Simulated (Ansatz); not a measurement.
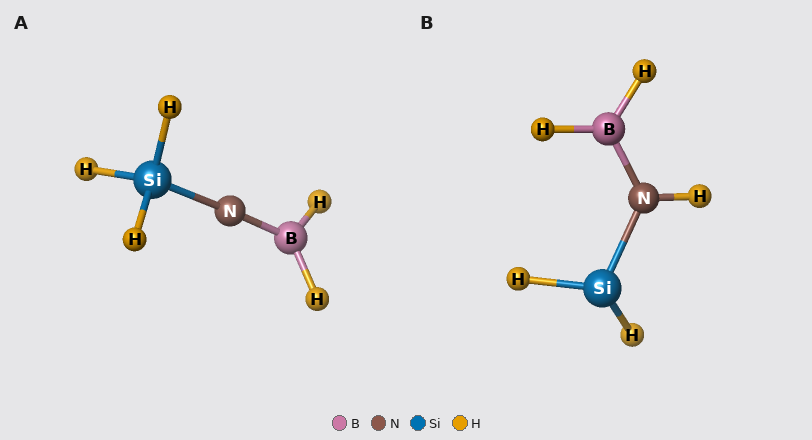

2 stationary structures of one formula. State: neutral, doublet. Geometries: PBE0-D4/def2-TZVP. Electronic energies: UHF-CCSD(T) (frozen core)/def2-TZVPP (Ansatz 0.2.0), without zero-point energy. No frequency run is at hand to confirm each as a minimum. Each is one conformer, not always the lowest.

Which is lowest in energy, and by how much?

B is lowest (C1); A lies 0.660 eV above it (Cs).

Give E(B) − E(A) in eV at these levels too: UHF-CCSD(T) (frozen core)/def2-TZVPP; PBE-D4/def2-TZVPP; ωB97M-V/def2-TZVPP; PBE0-D4/def2-TZVP; B3LYP-D4/def2-TZVPP; PBE0-D4/def2-TZVPP; r2SCAN-D4/def2-TZVPP.

```tsv
level	E(B) − E(A) (eV)
UHF-CCSD(T) (frozen core)/def2-TZVPP	−0.660
PBE-D4/def2-TZVPP	−0.551
ωB97M-V/def2-TZVPP	−0.567
PBE0-D4/def2-TZVP	−0.604
B3LYP-D4/def2-TZVPP	−0.496
PBE0-D4/def2-TZVPP	−0.628
r2SCAN-D4/def2-TZVPP	−0.493
```
